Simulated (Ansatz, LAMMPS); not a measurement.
# Electronic structure of liquid 59SiO2-7Al2O3-7FeO-10MgO-14CaO-3K2O (mol %) at 2530 K (82 atoms)

Aim: energy, forces, charges and density of states of liquid 59SiO2-7Al2O3-7FeO-10MgO-14CaO-3K2O (mol %) at 2530 K (82 atoms) at a fixed geometry.

Method: Kohn-Sham DFT, PBE, PAW (set soft_2), plane waves, in Ansatz 0.2.0.

### 1. Starting point

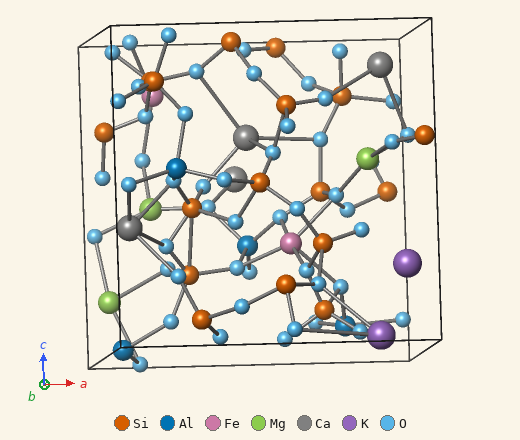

The cell as given, slightly off an axis (silicon orange, aluminium blue, iron pink, magnesium green, calcium grey, potassium purple, oxygen blue). Bonds to atoms that aren't drawn are left out. Some periodic images of atoms are drawn too.

The cell holds 82 atoms: 17 Si, 4 Al, 2 Fe, 3 Mg, 4 Ca, 2 K and 50 O. Its edges and angles: a = 10.847 Å, b = 10.847 Å, c = 10.847 Å, α = 90.0°, β = 90.0°, γ = 90.0°. 82 atoms (17 Si, 4 Al, 2 Fe, 3 Mg, 4 Ca, 2 K, 50 O) placed at random at 2.61 g/cm³, melted at 3000 K for 20 ps at fixed volume with the Buckingham and Coulomb pair potential of Guillot and Sator (Geochim. Cosmochim. Acta 71, 1249 (2007)) with the boron terms of Wang et al. (J. Non-Cryst. Solids 498, 294 (2018)). Snapshot at the end of a hold of 10 ps at 2530 K and zero pressure.

Limits known from the start: The starting topology of bonds comes from the classical model, and needn't be the one that DFT or experiment would give. Without a Hubbard term or exact exchange, open shells on Fe are likely too delocalised. Sampling is at Γ alone, for a cell whose shortest periodic width is 11 Å.

### 2. The classical run that made the cell

A classical potential supplies the starting structure, since it reaches far longer times than DFT.

This step: classical MD, Buckingham and Coulomb pair potential of Guillot and Sator (Geochim. Cosmochim. Acta 71, 1249 (2007)) with the boron terms of Wang et al. (J. Non-Cryst. Solids 498, 294 (2018)) (LAMMPS 22 Jul 2025 - Update 4).

in.lmp

```
# melt-quench of Si17Al4Fe2Mg3Ca4K2O50
units metal
atom_style charge
boundary p p p
region box block 0 10.4786 0 10.4786 0 10.4786
create_box 7 box
mass 1 28.0850   # Si
mass 2 26.9815   # Al
mass 3 55.8450   # Fe
mass 4 24.3050   # Mg
mass 5 40.0780   # Ca
mass 6 39.0983   # K
mass 7 15.9990   # O
create_atoms 1 random 17 337078 NULL overlap 1.5 maxtry 2000
create_atoms 2 random 4 337085 NULL overlap 1.5 maxtry 2000
create_atoms 3 random 2 337092 NULL overlap 1.5 maxtry 2000
create_atoms 4 random 3 337099 NULL overlap 1.5 maxtry 2000
create_atoms 5 random 4 337106 NULL overlap 1.5 maxtry 2000
create_atoms 6 random 2 337113 NULL overlap 1.5 maxtry 2000
create_atoms 7 random 50 337120 NULL overlap 1.5 maxtry 2000
pair_style buck/coul/long 9.0
pair_coeff * * 0.0 1.0 0.0
pair_coeff 1 7 50306.10 0.161 46.2978   # Si-O
pair_coeff 2 7 28538.42 0.172 34.5778   # Al-O
pair_coeff 3 7 13032.93 0.19 0   # Fe-O
pair_coeff 4 7 32652.64 0.178 27.281   # Mg-O
pair_coeff 5 7 155667.70 0.178 42.2597   # Ca-O
pair_coeff 6 7 2284.77 0.29 0   # K-O
pair_coeff 7 7 9022.79 0.265 85.0921   # O-O
set type 1 charge 1.89
set type 2 charge 1.4175
set type 3 charge 0.945
set type 4 charge 0.945
set type 5 charge 0.945
# [... 30 lines left out ...]
compute msd all msd com yes
thermo 2500
fix md all npt temp 2530 2530 0.1 iso 0 0 1
run 10000 post no
print "== T2530: mean square displacement over the hold $(c_msd[4]:%.2f) A^2"
unfix md
uncompute msd
write_dump all custom T2530.dump id type xs ys zs modify sort id
```

Run with:

```sh
$ lmp -in in.lmp -log none -nocite
```

Numbers of over 12 decimals in the logs are rounded to 6 here.

The program printed:

```text
LAMMPS (22 Jul 2025 - Update 4)
Created orthogonal box = (0 0 0) to (10.4786 10.4786 10.4786)
Created 17 atoms
Created 4 atoms
Created 2 atoms
Created 3 atoms
Created 4 atoms
Created 2 atoms
Created 50 atoms
PPPM initialization ...
  G vector (1/distance) = 0.32911064
  grid = 9 9 9
  estimated relative force accuracy = 5.7914363e-05
   Step          Time           Temp          PotEng         Press         Density
         0   0              0             -1.2000225      889318.37      2.6100095
        94   0.094          0             -9.573199      -26159.273      2.6100095
Loop time of 0.0584127 s on 1 MPI rank(s) for 94 steps with 82 atoms
Minimization stats:
  Stopping criterion = energy tolerance
  Energy initial, next-to-last, final =
     -1.20002247099902  -9.57235541006717  -9.57319897155562
  Force two-norm initial, final = 331.16181 2.0039221
  Iterations, force evaluations = 94 132
   Step          Time           Temp          PotEng         Press         Density
         0   0              3000          -9.573199       3000.2375      2.6100095
       500   0.5            3248.0555     -9.1591297      36712.386      2.6100095
      1000   1              3057.009      -9.2271783      19471.837      2.6100095
Loop time of 0.338177 s on 1 MPI rank(s) for 1000 steps with 82 atoms
[... 1 lines left out ...]
      1000   1              3057.009      -9.2271783      19471.837      2.6100095
      3333   3.333          3116.8348     -9.2469175      23811.008      2.6100095
      6666   6.666          2889.0791     -9.1765539      24710.546      2.6100095
      9999   9.999          3089.7867     -9.227553       48322.262      2.6100095
     13332   13.332         3125.1143     -9.2555381     -27673.008      2.6100095
     16665   16.665         2909.6407     -9.2422916      39185.713      2.6100095
     19998   19.998         2947.0407     -9.1661186      12638.204      2.6100095
[... 1 line left out ...]
Loop time of 6.73326 s on 1 MPI rank(s) for 20000 steps with 82 atoms
   Step          Time           Temp          PotEng         Press         Density
[... 5 lines left out ...]
Loop time of 3.3772 s on 1 MPI rank(s) for 10000 steps with 82 atoms
   Step          Time           Temp          PotEng         Press         Density
[... 4 lines left out ...]
Loop time of 3.63624 s on 1 MPI rank(s) for 10000 steps with 82 atoms
   Step          Time           Temp          PotEng         Press         Density
[... 2 lines left out ...]
     45000   45             2409.1852     -9.335293      -5921.6472      2.3262631
     47500   47.5           2680.271      -9.3268185     -14616.379      2.3395071
     50000   50             2082.3051     -9.1568465      2679.8935      2.0936712
     51000   51             2808.1283     -9.3057931      33448.634      2.3530405
Loop time of 3.53281 s on 1 MPI rank(s) for 10000 steps with 82 atoms
== T2530: mean square displacement over the hold 13.88 A^2
```

It took 18 s on 1 thread of Arm Neoverse V2, shared host; peak memory 0.078 GiB.

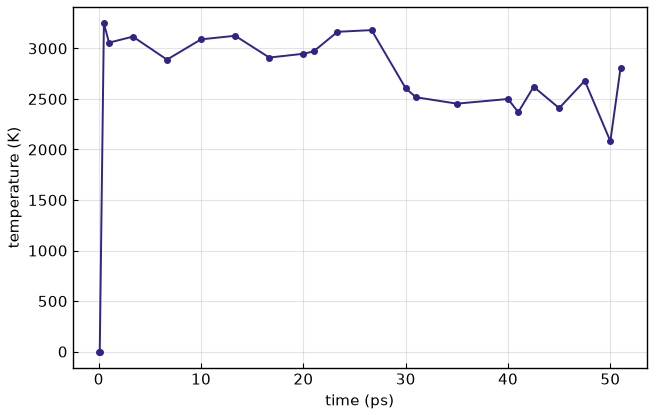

Temperature against time.

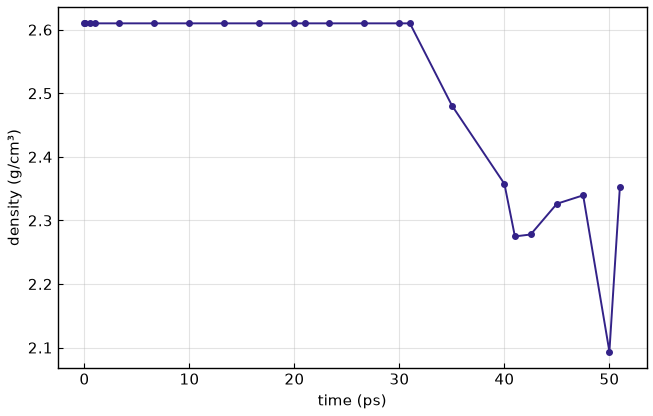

Density, plotted against time.

(Part 1 of 3 ends here.)

[Logs are printed without paths, hosts, clocks, repeated set-up lines and the standing remarks that a program may print on its own settings, such as how far it seeks lower states.]

[Hosts, paths, dates, database ids (printed as entryN), source tags and the programs' standing remarks are cut or masked in the printed files.]
